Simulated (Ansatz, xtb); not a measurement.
# Redistribution: C2H5I + C2H2FI → CH2I2 + C3H5F

Species: C2H5I (iodoethane) `CCI`, singlet; C2H2FI `F/C=C/I`, singlet; CH2I2 (diiodomethane) `ICI`, singlet; C3H5F `C/C=C/F`, singlet. The partners trade CH3 for I; both sit on C, so the bond types are kept.

Shapes, held fixed at every level: PBE0-D4/def2-TZVP. Programs: Ansatz 0.2.0, xtb 6.7.1. The zero-point and thermal change to 298 K, harmonic and unscaled (PBE0-D4/def2-TZVP), is -0.7 kJ/mol.

```
              level                    kind  ΔH(298 K) (kJ/mol)  less CCSD(T)/def2-TZVPP
           GFN0-xTB          semi-empirical                +8.6                     +4.1
      HF/def2-TZVPP            Hartree–Fock                +3.1                     -1.4
BHLYP-D4/def2-TZVPP           global hybrid                +0.2                     -4.3
 wB97X-V/def2-TZVPP  range-separated hybrid                +3.1                     -1.4
  B2PLYP/def2-TZVPP           double hybrid                +2.0                     -2.5
       MP2/def2-SVP     perturbation theory                +5.1                     +0.6
      CCSD/def2-SVP   coupled cluster or CI                +5.3                     +0.8
 CCSD(T)/def2-TZVPP   coupled cluster or CI                +4.5                      0.0
```

The highest level, CCSD(T)/def2-TZVPP, gives ΔH(298 K) = +4.5 kJ/mol; the levels span +0.2 to +8.6. The column of differences is taken from that level and isn't an error. No measured value is set beside it here. For atoms past krypton def2 sets carry core potentials with scalar relativity. Outer-core shells of I are correlated in most correlated rows, in sets that cover them unevenly.

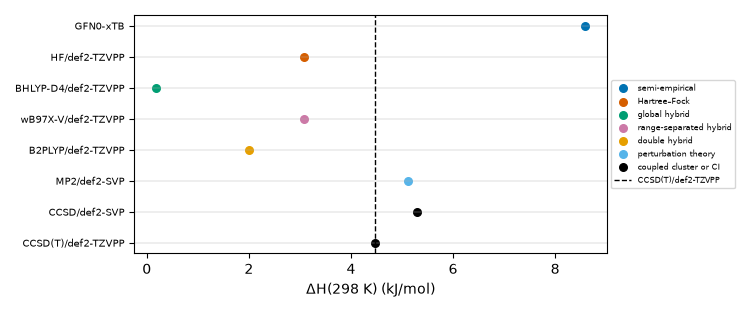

The values of the table, level by level.
